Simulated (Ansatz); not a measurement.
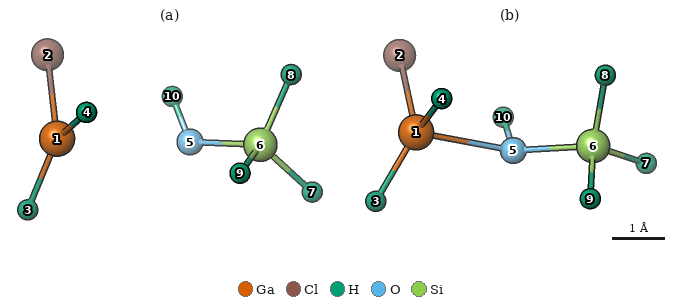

The structure of GaSiH₆OCl before (left) and after (right) a relaxation, at one scale.

The picture is a ball-and-stick view, seen from a free direction.

The run prepares an end point of a later path (reaction) calculation, from a guessed geometry.

Computed with RKS PBE-D4/def2-SVP in Ansatz.

The input:
```yaml
crystal:
  periodic: [false, false, false]
  atoms:
    - { symbol: Ga, position_ang: [0.055891, 0.405523, -0.033958] }
    - { symbol: Cl, position_ang: [-0.064855, 0.504515, 2.191703] }
    - { symbol: H, position_ang: [1.499363, 0.601406, -0.613858] }
    - { symbol: H, position_ang: [-1.357913, 0.27234, -0.706131] }
    - { symbol: O, position_ang: [0.302498, -2.424979, 0.835245] }
    - { symbol: Si, position_ang: [-0.69738, -3.505791, -0.000206] }
    - { symbol: H, position_ang: [0.062094, -4.77563, -0.241412] }
    - { symbol: H, position_ang: [-1.952427, -3.800027, 0.772786] }
    - { symbol: H, position_ang: [-1.059806, -2.903778, -1.327945] }
    - { symbol: H, position_ang: [-0.038566, -2.011178, 1.667276] }
basis:
  gaussian: { orbitals: def2-SVP }
hamiltonian:
  xc: pbe
  dispersion: d4
relax:
  f_tol: 0.03
  max_steps: 50
```

Launched with:
```bash
ansatz run input.yaml --threads 4 --pin off --max-ram 5120MiB --backend cpu --events-out ev --progress --plain --runs-dir out
```

Summarise the run.

Answer. Over 15 accepted moves (17 points after the start) the energy falls by 0.454 eV. The largest force component goes from 0.65 to 0.024 eV/Å. The line search rejected the trial steps at points 3, 10 of the run. The forces were under the threshold at step 9, but the run went on from there. The atom that moves furthest after the best rigid fit is H8 (0.69 Å). By element the largest moves are H 0.69 Å, O 0.51 Å, Ga 0.41 Å, Cl 0.35 Å, Si 0.18 Å. Near-neighbour distances that change, for instance: Ga1–O5 2.971 → 2.156 Å, Ga1–Si6 3.983 → 3.459 Å, O5–Si6 1.693 → 1.726 Å, Ga1–Cl2 2.231 → 2.245 Å. New bonds form, among them: Ga1–O5 (2.97 → 2.16 Å). Among the angles between lasting bonds that change: O5–Si6–H9 108.8° → 104.3°, H3–Ga1–H4 132.9° → 129.4°, H7–Si6–H9 108.6° → 111.6°. Groups turn about O5–Si6 by about 65°. Cost: 25 s on 4 threads of Arm Neoverse V1, on a shared host, peak memory 0.17 GiB.

Limits of the set-up: the start holds two separate molecules, 2.6 Å apart at their closest, whose relative position is a soft coordinate.
